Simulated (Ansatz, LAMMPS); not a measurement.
# Which site? a vacancy of Ba in glassy 55SiO2-45BaO (mol %) (107 atoms), part 2 of 3

Aim: make a vacancy of Ba at several sites of glassy 55SiO2-45BaO (mol %) (107 atoms), relax each, and compare their energies.

Ansatz 0.2.0; Kohn-Sham DFT, PBE, PAW (set soft_2), plane waves.

The cell: 23 Si, 19 Ba and 65 O. The quench rate of 100 K/ps is orders of magnitude faster than experiment. The network of bonds at the start is that of the classical potential that made the cell. The Brillouin zone is sampled at Γ only, in a cell whose shortest periodic width is 12 Å. No spin–orbit coupling is included.

So far. Step 2 (Single point at the start): The r.m.s. force at the start is 1.2 eV/Å. Step 3 (Relaxation): The relaxation converged after 12 steps, 7.62 eV below its start, with a largest force component of 0.048 eV/Å.

## 5. Vacancy of Ba, site Ba35

The site has 5 bonded neighbours (O5) at 2.73 Å on average, by cutoffs that count no bonds between two metal atoms or like ions. The change is made in the relaxed cell and the atoms are relaxed again, with spin allowed.

input.yaml reads:

```yaml
crystal:
  lattice:
    - [12.12446, 0.0, 0.0]
    - [0.0, 12.12446, 0.0]
    - [0.0, 0.0, 12.12446]
  atoms:
    [... atom lines 1 to 31 left out ...]
    - { symbol: Ba, position: [0.13564, 0.86988, 0.80164] }
    - { symbol: Ba, position: [0.4927, 0.7124, 0.72527] }
    - { symbol: Ba, position: [0.02138, 0.6087, 0.60692] }
    - { symbol: Ba, position: [0.71751, 0.82424, 0.08652] }
    - { symbol: Ba, position: [0.41646, 0.06075, 0.74748] }
    - { symbol: Ba, position: [0.13793, 0.06153, 0.55004] }
    - { symbol: Ba, position: [0.85415, 0.84663, 0.40946] }
    [... atom lines 39 to 106 left out ...]
magnetization:
  spin_polarized: true
kpoints:
  mp_grid: { grid: [1, 1, 1] }
hamiltonian:
  xc: pbe
scf:
  occupations: { method: fermi_dirac, width: 0.025 }
  lower_state_search: "off"
output:
  forces: true
  eigenvalues: true
relax:
  f_tol: 0.05
  max_steps: 90
```

The run is started by

```sh
> ansatz run input.yaml --threads 4 --pin off --max-ram 8192MiB --backend cpu --events-out ev --progress --plain --runs-dir out
```

Numbers of over 12 decimals in the logs are rounded to 6 here.

Log:

```text
[...]
Crystal: 106 atoms, lattice volume = 1782.326 Å³
Basis set: ecut = 420 eV, 34889 PW (Γ), exchange–correlation on 180×180×180 points (8 copies of the dense FFT grid, shifted against one another)
Bands: 439, of which v1, the nominal top of the filled ones, is band 331 counted from 1 (330 counted from 0)
Symmetry: 1 space group operations
[...]
k-points: 1
[...]
Starting moments: Σ|m| = 3 μB on 5 of 106 sites
[...]
SCF iter   1: F=—  HF=-158796.422844 eV  |F-HF|=—  |Δ(HF+E_count)|=         —  Δρ=3.67e-2 (↑3.41e-2 ↓3.67e-2)  dr2=2.68e2  dr2_m=1.08e0  M=0.453 μB ∫|m|=1.249 μB  β_m=0.30  ethr=3.10e-3  ⟨swp⟩=8.0  Hψ=4472  notcnv=0  defer=168
[...]
spin=Collinear: Kerker preconditioning applied to the charge; magnetization (m = ρ↑ − ρ↓) channel mixes plain (no charge-response kernel on spin).
SCF iter   2: F=—  HF=-158777.817609 eV  |F-HF|=—  |Δ(HF+E_count)|=    1.86e1  Δρ=2.71e-2 (↑2.52e-2 ↓2.71e-2)  dr2=1.38e2  dr2_m=6.65e-1  M=1.140 μB ∫|m|=1.683 μB  β_m=0.30  ethr=3.10e-3  ⟨swp⟩=2.0  Hψ=1594  notcnv=0  defer=196
SCF iter   3: F=—  HF=-158764.901884 eV  |F-HF|=—  |Δ(HF+E_count)|=    1.29e1  Δρ=2.04e-2 (↑1.95e-2 ↓2.04e-2)  dr2=1.01e2  dr2_m=4.27e-1  M=0.014 μB ∫|m|=0.882 μB  β_m=0.30  ethr=3.10e-3  ⟨swp⟩=3.0  Hψ=1409  notcnv=0  defer=200
[...]
SCF iter  12: F=—  HF=-158736.976085 eV  |F-HF|=—  |Δ(HF+E_count)|=   5.68e-2  Δρ=7.14e-3 (↑3.27e-3 ↓7.14e-3)  dr2=4.88e0  dr2_m=1.30e-1  M=2.000 μB ∫|m|=2.153 μB  β_m=0.30  ethr=8.83e-4  ⟨swp⟩=2.0  Hψ=686  notcnv=0  defer=203
[...]
spin-set hold released at iteration 12 (site moments contracting): the magnetisation degrees of freedom join the quasi-Newton model from the next iteration; the mixer history was flushed
SCF iter  13: F=—  HF=-158737.036858 eV  |F-HF|=—  |Δ(HF+E_count)|=   6.08e-2  Δρ=1.38e-2 (↑2.19e-3 ↓1.38e-2)  dr2=8.04e0  dr2_m=7.43e-1  M=1.896 μB ∫|m|=2.176 μB  β_m=0.17  ethr=7.37e-4  ⟨swp⟩=2.0  Hψ=1119  notcnv=0  defer=203
SCF iter  14: F=—  HF=-158736.876484 eV  |F-HF|=—  |Δ(HF+E_count)|=   1.60e-1  Δρ=5.41e-3 (↑2.19e-3 ↓5.41e-3)  dr2=2.75e0  dr2_m=1.45e-1  M=1.994 μB ∫|m|=2.157 μB  β_m=0.34  ethr=7.37e-4  ⟨swp⟩=1.5  Hψ=676  notcnv=0  defer=203
[...]
SCF iter  48: F=-158736.413298 eV  HF=-158736.413309 eV  |F-HF|=1.06e-5  |Δ(HF+E_count)|=   3.91e-7  Δρ=1.73e-5 (↑3.59e-6 ↓1.73e-5)  dr2=1.27e-5  dr2_m=1.21e-6  M=1.984 μB ∫|m|=2.177 μB  β_m=0.25  ethr=1.64e-9  ⟨swp⟩=1.0  Hψ=1589  notcnv=0
SCF iter  49: F=-158736.413306 eV  HF=-158736.413308 eV  |F-HF|=2.25e-6  |Δ(HF+E_count)|=   6.72e-7  Δρ=7.38e-6 (↑2.94e-6 ↓7.38e-6)  dr2=3.34e-6  dr2_m=2.85e-7  M=1.984 μB ∫|m|=2.177 μB  ethr=1.64e-9  ⟨swp⟩=3.0  Hψ=2152  notcnv=0
SCF 1 converged in 49 iterations: F = -158736.413306 eV  dr2 = 3.34e-6
[...]
relax step   1: F+E_penalty+E_count = -158736.41330565 eV  Δ(F+E_penalty+E_count) = +0.000e0 eV  max|allowed force component| = 1.174e0 eV/Å  Δτ_max = 0.0000 Å  (49 SCF iters, dr2 threshold 6.25e-5 eV, accepted)
[... from here on, the SCF cycles and remarks between the steps are left out ...]
relax step   2: F+E_penalty+E_count = -158737.17428859 eV  Δ(F+E_penalty+E_count) = -7.610e-1 eV  max|allowed force component| = 8.575e-1 eV/Å  Δτ_max = 0.1950 Å  (30 SCF iters, dr2 threshold 8.62e-5 eV, accepted)
relax step   3: F+E_penalty+E_count = -158737.54739538 eV  Δ(F+E_penalty+E_count) = -3.731e-1 eV  max|allowed force component| = 6.747e-1 eV/Å  Δτ_max = 0.1950 Å  (20 SCF iters, dr2 threshold 4.60e-5 eV, accepted)
relax step   4: F+E_penalty+E_count = -158737.76338479 eV  Δ(F+E_penalty+E_count) = -2.160e-1 eV  max|allowed force component| = 2.216e-1 eV/Å  Δτ_max = 0.2000 Å  (22 SCF iters, dr2 threshold 1.00e-4 eV, accepted)
relax step   5: F+E_penalty+E_count = -158737.83008491 eV  Δ(F+E_penalty+E_count) = -6.670e-2 eV  max|allowed force component| = 2.754e-1 eV/Å  Δτ_max = 0.0821 Å  (22 SCF iters, dr2 threshold 5.30e-6 eV, accepted)
relax step   6: F+E_penalty+E_count = -158737.92615120 eV  Δ(F+E_penalty+E_count) = -9.607e-2 eV  max|allowed force component| = 1.707e-1 eV/Å  Δτ_max = 0.2000 Å  (21 SCF iters, dr2 threshold 8.18e-6 eV, accepted)
relax step   7: F+E_penalty+E_count = -158737.97990710 eV  Δ(F+E_penalty+E_count) = -5.376e-2 eV  max|allowed force component| = 1.378e-1 eV/Å  Δτ_max = 0.2000 Å  (29 SCF iters, dr2 threshold 1.12e-5 eV, accepted)
relax step   8: F+E_penalty+E_count = -158738.01517351 eV  Δ(F+E_penalty+E_count) = -3.527e-2 eV  max|allowed force component| = 2.239e-1 eV/Å  Δτ_max = 0.1991 Å  (28 SCF iters, dr2 threshold 7.30e-6 eV, accepted)
relax step   9: F+E_penalty+E_count = -158738.02764685 eV  Δ(F+E_penalty+E_count) = -1.247e-2 eV  max|allowed force component| = 2.412e-1 eV/Å  Δτ_max = 0.1118 Å  (17 SCF iters, dr2 threshold 3.27e-5 eV, accepted)
relax step  10: F+E_penalty+E_count = -158738.04140718 eV  Δ(F+E_penalty+E_count) = -1.376e-2 eV  max|allowed force component| = 1.491e-1 eV/Å  Δτ_max = 0.0299 Å  (21 SCF iters, dr2 threshold 5.82e-5 eV, accepted)
relax step  11: F+E_penalty+E_count = -158738.02852661 eV  Δ(F+E_penalty+E_count) = +1.288e-2 eV  max|allowed force component| = 1.745e-1 eV/Å  Δτ_max = 0.2000 Å  (21 SCF iters, dr2 threshold 8.50e-6 eV, rejected (line search))
relax step  12: F+E_penalty+E_count = -158738.05577158 eV  Δ(F+E_penalty+E_count) = -1.436e-2 eV  max|allowed force component| = 7.533e-2 eV/Å  Δτ_max = 0.0845 Å  (33 SCF iters, accepted)
relax step  13: F+E_penalty+E_count = -158738.05106386 eV  Δ(F+E_penalty+E_count) = +4.708e-3 eV  max|allowed force component| = 1.204e-1 eV/Å  Δτ_max = 0.1000 Å  (25 SCF iters, rejected (line search))
relax step  14: F+E_penalty+E_count = -158738.06479266 eV  Δ(F+E_penalty+E_count) = -9.021e-3 eV  max|allowed force component| = 4.831e-2 eV/Å  Δτ_max = 0.0495 Å  (24 SCF iters, accepted)
relax step  15: F+E_penalty+E_count = -158738.06927977 eV  Δ(F+E_penalty+E_count) = -4.487e-3 eV  max|allowed force component| = 5.910e-2 eV/Å  Δτ_max = 0.0491 Å  (23 SCF iters, accepted)
relax step  16: F+E_penalty+E_count = -158738.07365447 eV  Δ(F+E_penalty+E_count) = -4.375e-3 eV  max|allowed force component| = 1.019e-1 eV/Å  Δτ_max = 0.0713 Å  (22 SCF iters, accepted)
relax step  17: F+E_penalty+E_count = -158738.07830027 eV  Δ(F+E_penalty+E_count) = -4.646e-3 eV  max|allowed force component| = 1.583e-1 eV/Å  Δτ_max = 0.0891 Å  (18 SCF iters, dr2 threshold 1.04e-5 eV, accepted)
relax step  18: F+E_penalty+E_count = -158738.08280645 eV  Δ(F+E_penalty+E_count) = -4.506e-3 eV  max|allowed force component| = 1.592e-1 eV/Å  Δτ_max = 0.0958 Å  (15 SCF iters, dr2 threshold 2.51e-5 eV, accepted)
relax step  19: F+E_penalty+E_count = -158738.08604651 eV  Δ(F+E_penalty+E_count) = -3.240e-3 eV  max|allowed force component| = 7.287e-2 eV/Å  Δτ_max = 0.0506 Å  (11 SCF iters, dr2 threshold 2.53e-5 eV, accepted)
relax step  20: F+E_penalty+E_count = -158738.08927092 eV  Δ(F+E_penalty+E_count) = -3.224e-3 eV  max|allowed force component| = 8.518e-2 eV/Å  Δτ_max = 0.0499 Å  (18 SCF iters, accepted)
relax step  21: F+E_penalty+E_count = -158738.09219812 eV  Δ(F+E_penalty+E_count) = -2.927e-3 eV  max|allowed force component| = 5.684e-2 eV/Å  Δτ_max = 0.0439 Å  (18 SCF iters, accepted)
relax step  22: F+E_penalty+E_count = -158738.09431663 eV  Δ(F+E_penalty+E_count) = -2.119e-3 eV  max|allowed force component| = 5.295e-2 eV/Å  Δτ_max = 0.0383 Å  (18 SCF iters, accepted)
relax step  23: F+E_penalty+E_count = -158738.09621989 eV  Δ(F+E_penalty+E_count) = -1.903e-3 eV  max|allowed force component| = 4.851e-2 eV/Å  Δτ_max = 0.0411 Å  (20 SCF iters, accepted)
relax step  24: F+E_penalty+E_count = -158738.09837991 eV  Δ(F+E_penalty+E_count) = -2.160e-3 eV  max|allowed force component| = 6.175e-2 eV/Å  Δτ_max = 0.0614 Å  (20 SCF iters, accepted)
relax step  25: F+E_penalty+E_count = -158738.10068101 eV  Δ(F+E_penalty+E_count) = -2.301e-3 eV  max|allowed force component| = 7.553e-2 eV/Å  Δτ_max = 0.0612 Å  (16 SCF iters, dr2 threshold 3.20e-6 eV, accepted)
relax step  26: F+E_penalty+E_count = -158738.10355161 eV  Δ(F+E_penalty+E_count) = -2.871e-3 eV  max|allowed force component| = 1.029e-1 eV/Å  Δτ_max = 0.0940 Å  (15 SCF iters, dr2 threshold 5.70e-6 eV, accepted)
relax step  27: F+E_penalty+E_count = -158738.10606853 eV  Δ(F+E_penalty+E_count) = -2.517e-3 eV  max|allowed force component| = 8.793e-2 eV/Å  Δτ_max = 0.0378 Å  (10 SCF iters, dr2 threshold 1.06e-5 eV, accepted)
relax step  28: F+E_penalty+E_count = -158738.10851244 eV  Δ(F+E_penalty+E_count) = -2.444e-3 eV  max|allowed force component| = 5.764e-2 eV/Å  Δτ_max = 0.0326 Å  (12 SCF iters, dr2 threshold 5.64e-6 eV, accepted)
relax step  29: F+E_penalty+E_count = -158738.10538901 eV  Δ(F+E_penalty+E_count) = +3.123e-3 eV  max|allowed force component| = 1.575e-1 eV/Å  Δτ_max = 0.0699 Å  (19 SCF iters, rejected (line search))
relax step  30: F+E_penalty+E_count = -158738.11186560 eV  Δ(F+E_penalty+E_count) = -3.353e-3 eV  max|allowed force component| = 3.946e-2 eV/Å  Δτ_max = 0.0335 Å  (19 SCF iters, accepted)
SCF converged after 19 iterations
Magnetization: 1.9977 μB (331.9989 up, 330.0011 down)
Absolute magnetization: 2.2250 μB (∫|ρ↑−ρ↓|, with the PAW one-centre terms)
[...]
Per-site moments (μB) at R_I (Å): [(-0.000101634, 0.660998), (-2.2403459127638586e-5, 0.655790), (-4.832326433266881e-5, 0.672774), (-4.1541821100367685e-6, 0.660151), (-0.000561329, [...]
Free energy (F): -158738.111866 eV
[...]
Internal energy: -158738.059295 eV  (E = F + TS)
E sigma→0 (E₀):  -158738.085580 eV
Entropy (-TS):   -0.052571 eV (-0.496 meV/atom)
Fermi energy:    4.850363 eV
[...]
Σ components = -158738.111866   (vs F -158738.111866, Δ=0.00e0)
--- Forces (eV/Å), atoms counted from 1 ---
  atom   1  Si     0.02783435     0.01540970    -0.01667430
  atom   2  Si     0.00460029     0.00545268    -0.00756652
  atom   3  Si     0.00877617    -0.00878700    -0.01828952
  atom   4  Si    -0.00254422     0.00600239     0.01699369
[...]
atom 106  O     -0.01689486    -0.01942565    -0.00568424
  max |Σ_I F_I| component: 6.34e-5 eV/Å
--- Band table (eV) ---
[...]
--- Relaxed structure (30 steps of the walk, 27 accepted, 0 SCFs on fresh bases) ---
  F+E_penalty+E_count = -158738.11186560 eV   max|allowed force component| = 3.946e-2 eV/Å
  atoms:
    - { symbol: Si, position: [0.642383, 0.961408, 0.572306] }
    - { symbol: Si, position: [0.728574, 0.563948, 0.298318] }
    - { symbol: Si, position: [0.273516, 0.627929, 0.872167] }
    - { symbol: Si, position: [0.331944, 0.237874, 0.965849] }
[...]
- { symbol: O, position: [0.421936, 0.155891, 0.024118] }
```

Elapsed: 34 min, on 4 threads of Arm Neoverse V2, shared host; peak memory 4.3 GiB.

The relaxation converged after 30 steps, 1.70 eV below its start, with a largest force component of 0.039 eV/Å.

The surroundings of the place of the removed atom, after relaxation: 10 atoms, nearest first, with positions taken from that point. Atoms keep their numbers of the cell before the removal, where the removed atom was number 35.

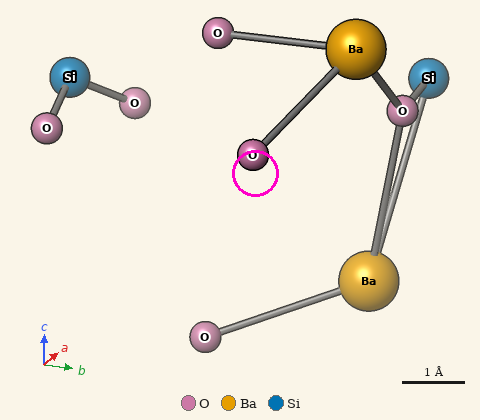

The atoms of the table, within 3.7 Å (arrows a, b, c point along x, y, z); some may hide others. A ring marks the centre wherever it is empty.

| atom | x | y | z | distance (Å) | bonds | moment (μB) |
| --- | --- | --- | --- | --- | --- | --- |
| O77 | 1.40 | -1.26 | 1.78 | 2.60 | 3 | 0.00 |
| O61 | 1.05 | 2.17 | 1.05 | 2.63 | 4 | 0.00 |
| Ba34 | -1.29 | 2.56 | -1.05 | 3.06 | 7 | 0.00 |
| O50 | -2.37 | 0.11 | -2.02 | 3.11 | 3 | 0.00 |
| O103 | 2.83 | -1.25 | -0.85 | 3.21 | 4 | 0.00 |
| O51 | -2.41 | -1.12 | 1.91 | 3.28 | 3 | 0.01 |
| Ba40 | 3.09 | 0.47 | 1.16 | 3.34 | 5 | 0.00 |
| O46 | -1.02 | -3.28 | 0.66 | 3.50 | 4 | 0.01 |
| Si14 | -1.74 | -2.57 | 1.91 | 3.64 | 4 | 0.00 |
| Si3 | 0.12 | 3.03 | 2.08 | 3.68 | 4 | 0.00 |

The column of bonds counts only the pairs O-Si within 2.12 Å, O-Ba within 3.33 Å; other neighbours, such as metal atoms beside each other in a compound, aren't counted, and periodic images can show an atom twice.

The largest move is 1.67 Å, by Ba34.

## 6. Vacancy of Ba, site Ba37

The site has 9 bonded neighbours (O9) at 2.98 Å on average. 

Input and log are left out; they have the form of those shown for this kind of step.

It took 18 min on 4 threads of Arm Neoverse V2, shared host; peak memory 4.3 GiB.

The relaxation converged after 19 steps, 1.58 eV below its start, with a largest force component of 0.034 eV/Å.

(Continued in part 3 of 3.)

[Logs are printed without paths, hosts, clocks, repeated set-up lines and the standing remarks that a program may print on its own settings, such as how far it seeks lower states.]

[Hosts, paths, dates, database ids (printed as entryN), source tags and the programs' standing remarks are cut or masked in the printed files.]
